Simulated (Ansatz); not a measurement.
## Electronic structure of F2H2S2Zr (SMILES [F][Zr]([F])([SH])[SH]) in real space

Input file:

```
crystal:
  periodic: [false, false, false]
  atoms:
    - {symbol: F, position_ang: [-0.177712, -2.259004, -0.575021]}
    - {symbol: Zr, position_ang: [0.221277, -0.605949, 0.246299]}
    - {symbol: F, position_ang: [1.254172, -0.731726, 1.822255]}
    - {symbol: S, position_ang: [-1.941348, 0.430092, 0.677766]}
    - {symbol: S, position_ang: [1.498431, 0.842611, -1.239308]}
    - {symbol: H, position_ang: [-1.336152, 1.512361, 1.207421]}
    - {symbol: H, position_ang: [0.542531, 0.743616, -2.185113]}
basis:
  gaussian: {orbitals: def2-TZVPP}
hamiltonian: {xc: pbe0, dispersion: d4}
output: {orbitals: {seedname: orbitals}}
```

Command:

```sh
ansatz run in.yaml --threads 4 --pin off --events-out ev --progress --plain --max-ram 10444MiB
```

Geometry: PBE0-D4/def2-TZVP; core potentials replace the inner electrons of Zr.

These are results of RKS PBE0-D4/def2-TZVPP in Ansatz 0.2.0, not measurements.

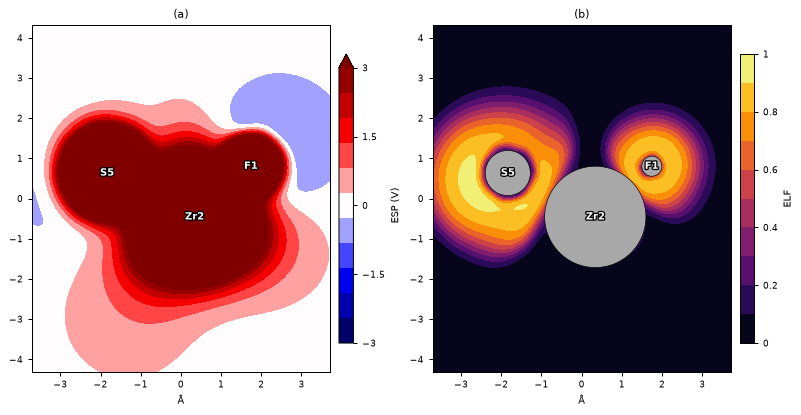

Figure 1. (a) molecular electrostatic potential; (b) electron localisation function on the plane of atoms F1, Zr2 and S5. Grey discs cover the atomic cores in the ELF map.

> Describe what can be read from this map.

- Atoms in the plane: F, Zr and S.
- Zr–F (1.89 Å): the ELF peaks at about 0.85 in the valence shell of F, 0.5 Å from its nucleus, and drops to about 0.25 between the two atoms.
- Zr–S (2.44 Å): the ELF peaks at about 0.85 in the valence shell of S, 0.9 Å from its nucleus, and is about 0.50 at the midpoint.
- Outside the dense part of the molecule the potential is most negative (−0.8 V) near F1.

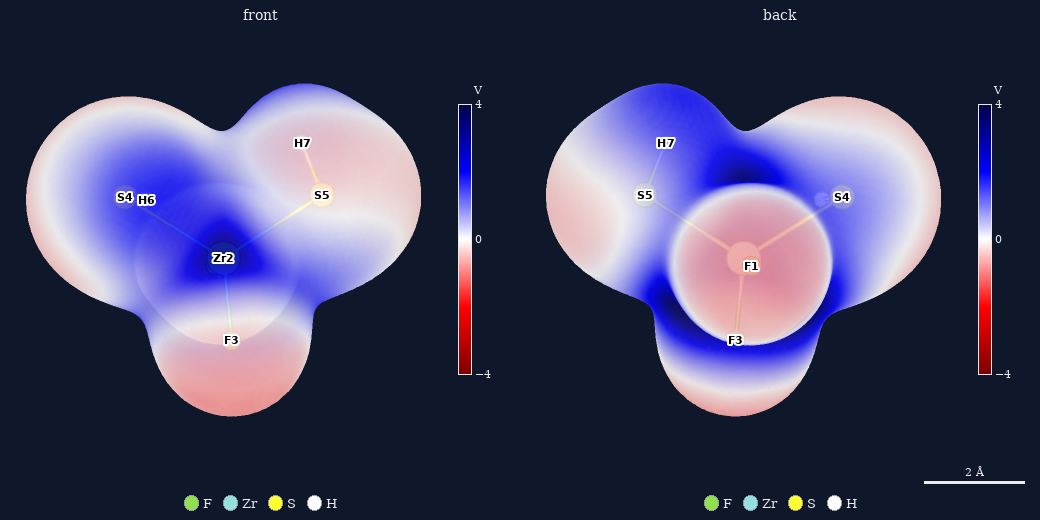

Figure 2. The electrostatic potential painted on the density surface at 0.002 e/bohr³, seen from the front and from behind; red is negative and blue positive.

> Where is the surface potential most negative and most positive?

The most negative region (about −0.8 V, or −18 kcal/mol for a unit charge) lies over F1 and F3, the most positive (about +3.6 V, or +83 kcal/mol for a unit charge) over Zr2.

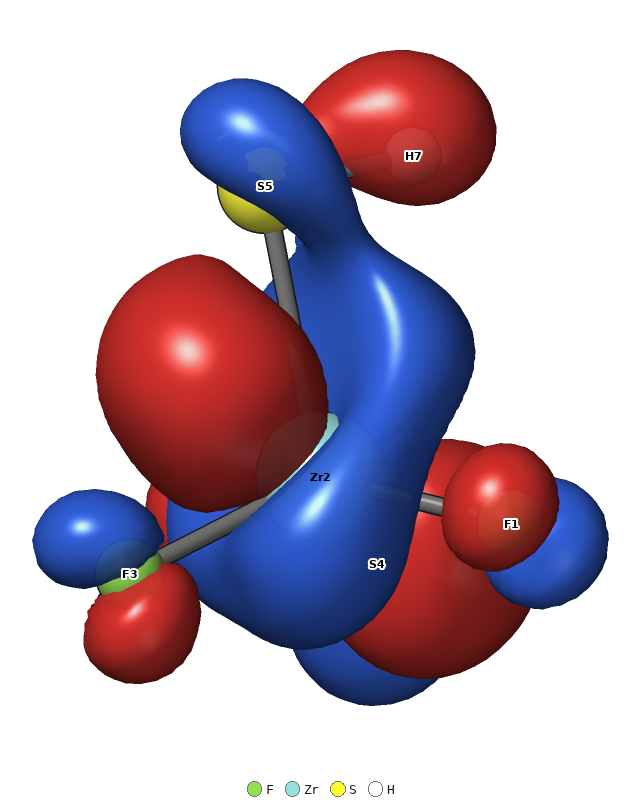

Figure 3. The LUMO at ±0.08 Å⁻³ᐟ² (red and blue are the two phases), seen at an oblique angle.

> What is the character of this orbital?

It lies mainly on Zr2 (about 70 %), S4 (about 10 %) and S5 (about 10 %). Its energy is −2.16 eV.
